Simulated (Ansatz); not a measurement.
```tsv
atom	x (Å)	y (Å)	z (Å)
S	0.7968	-0.8056	0.1621
S	0.0765	1.1064	0.0609
H	-0.2139	-1.3663	0.8538
H	-0.6039	1.0052	-1.0971
```

Geometry: PBE0-D4/def2-TZVP.

Level of theory: RKS PBE0-D4/def2-TZVPP (Ansatz).

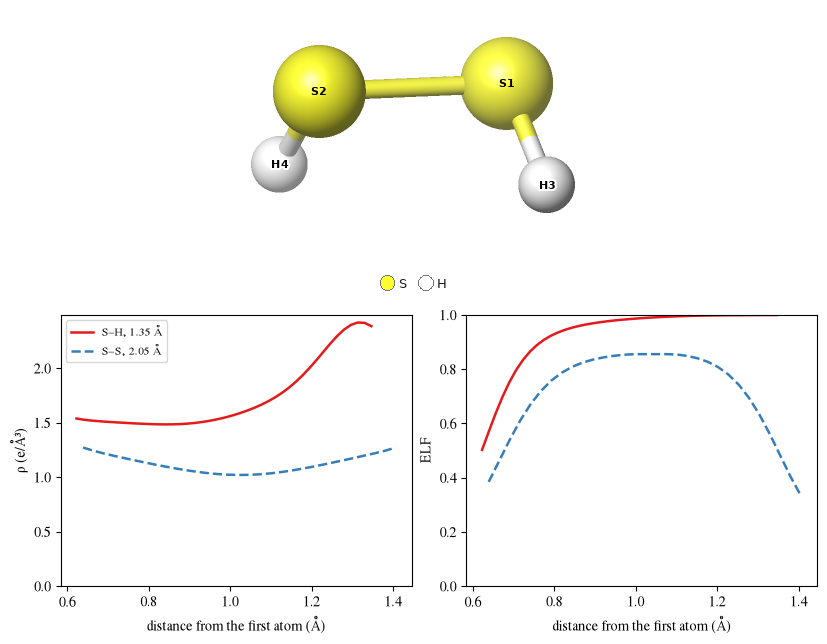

H$_{2}$S$_{2}$ (SMILES SS). Electron density and ELF along straight lines between neighbouring atoms. The curves leave out the atomic cores. The structure is drawn too.

**Compare the contacts.**

S–H (1.35 Å): ρ at the midpoint is about 1.5 e/Å³; the ELF climbs to about 1 towards the hydrogen, as it does in any bond to H.
S–S (2.05 Å): ρ at the midpoint is about 1 e/Å³; the ELF peaks at about 0.85 between the atoms: localised, covalent bonding.
